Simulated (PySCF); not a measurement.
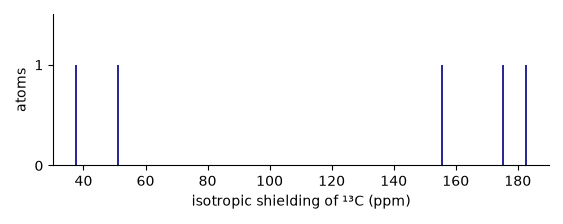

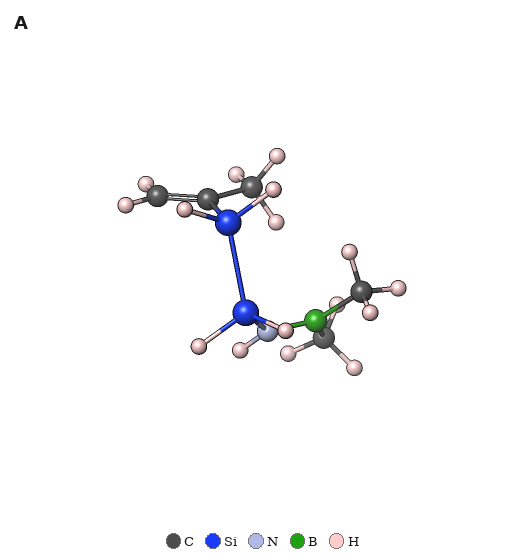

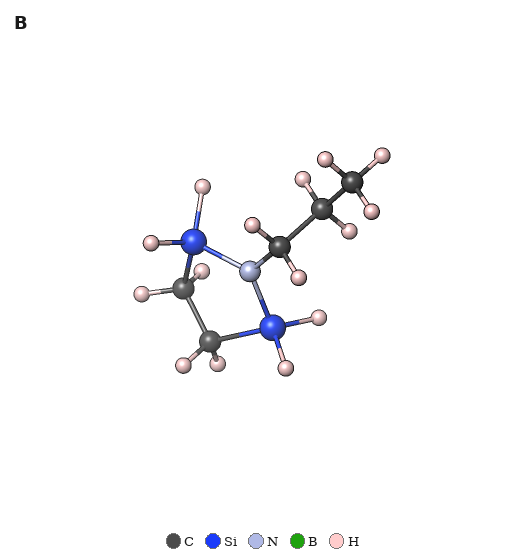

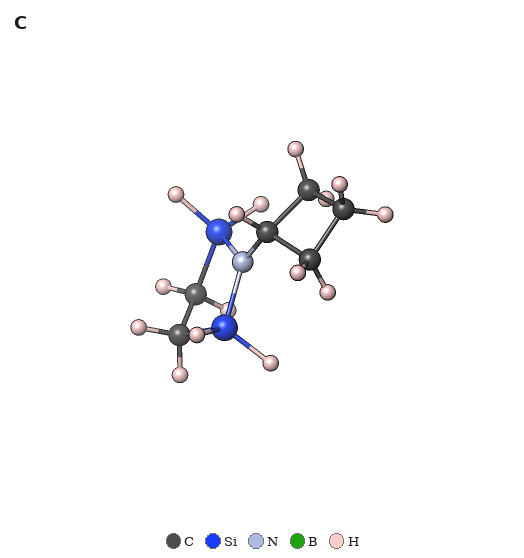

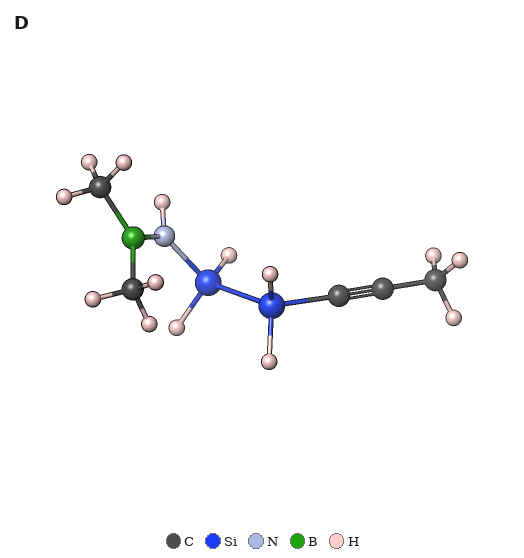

The sticks are computed shieldings of one of the molecules, for one fixed geometry (GFN2-xTB) without averaging over rotations. Low shielding means a high chemical shift. Method: GIAO PBE0/pcSseg-1 NMR shielding, non-relativistic, gas phase (PySCF 2.14.0).

Match the spectrum to a structure.

A, `C=C(C)[SiH2][SiH2]NB(C)C`. Its 5 C atoms give lines at 37.5, 51.3, 155.4, 175.1, 182.7 ppm.

The geometry is semi-empirical. Around B, Si such bond lengths and angles can be off by a tenth of an ångström or more and by several degrees, and values that hang on the shape move with them.
